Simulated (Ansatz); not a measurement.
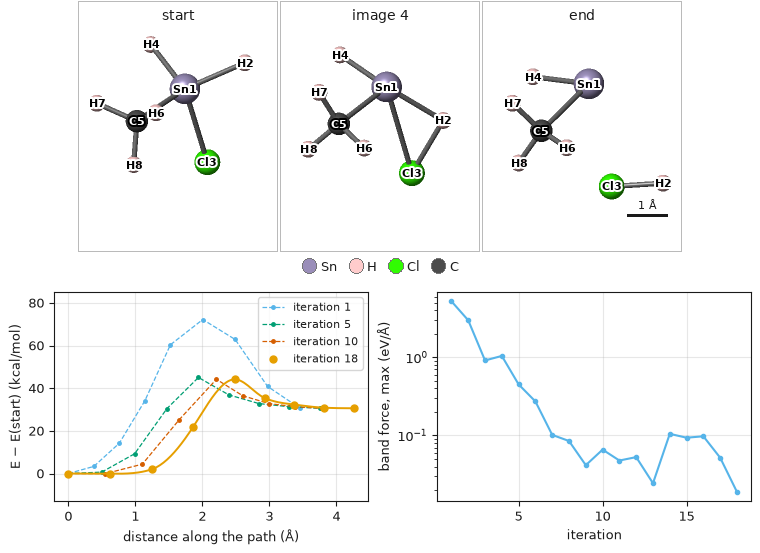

A nudged-elastic-band calculation for CH$_{5}$ClSn. Images are numbered from 0 (start) to 8 (end). The plot follows the band through its iterations. The picture is a ball-and-stick view, seen from a free direction.

Level of theory: RKS B3LYP/def2-SVP in Ansatz. Set-up: 7 movable images; climbing image; force threshold 0.03 eV/Å; iteration limit 60; starting path through a guess of the saddle point.

Did the band converge, and can the barrier be trusted?

Answer. The result is final at these settings. The band converged in 18 iterations. The largest component of the band force went from 5.2 to 0.019 eV/Å. The climbing image converged on the top of the path. Its vibrational analysis gives one imaginary mode (929i cm⁻¹), as a transition state must have. The first iteration put the highest image at 72.2 kcal/mol. The highest point, image 4, lies 44.1 kcal/mol above the start and 13.5 kcal/mol above the end; the end is at +30.6 kcal/mol relative to the start.

The run took 7.2 min on 2 threads of Arm Neoverse N1, with other jobs on the host, peak memory 0.18 GiB.
